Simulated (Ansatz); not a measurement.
CdSnO2 (space group P-3m1, No. 164). Coordinates: the geometry relaxed with DFT PBE, scalar-relativistic, plane waves, PAW (Ansatz 0.2.0); the starting structure was generated, so it need not be a known form of this composition.

```yaml
crystal:
  lattice:
    - [3.40781, 0.00000, 0.00000]
    - [-1.70391, 2.95125, 0.00000]
    - [0.00000, 0.00000, 6.10308]
  atoms:
    - { symbol: Cd, position: [0.00000, 0.00000, 0.50000] }
    - { symbol: Sn, position: [0.00000, 0.00000, 0.00000] }
    - { symbol: O, position: [0.33333, 0.66667, 0.72820] }
    - { symbol: O, position: [0.66667, 0.33333, 0.27180] }
```

Bonds are taken as Cd–O below 2.7 Å and O–Sn below 2.9 Å; no other contact counts. The graph is simplified in the usual way: terminal and isolated atoms are pruned, two-connected atoms become edges.

Derive the underlying net.

The result is a binodal (6,6)-connected, three-periodic net: O is a 6-connected node; Cd and Sn are 6-connected nodes, in the ratio 1:1. It is the nia net, known from NiAs. It is a single net, without interpenetration.

```csv
node,links,point symbol,coordination sequence
O,6,4⁹·6⁶,6 18 42 74 114 162 222 290 366 450
Cd and Sn,6,4¹²·6³,6 20 42 74 114 164 222 290 366 452
```

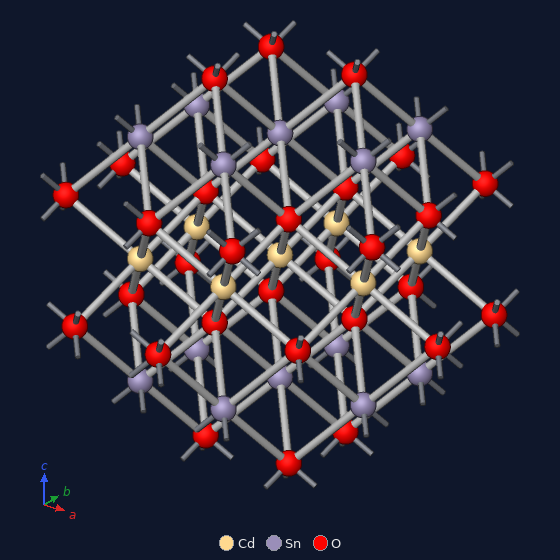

Nodes are coloured by element. Short stubs are edges that leave the cut-out.
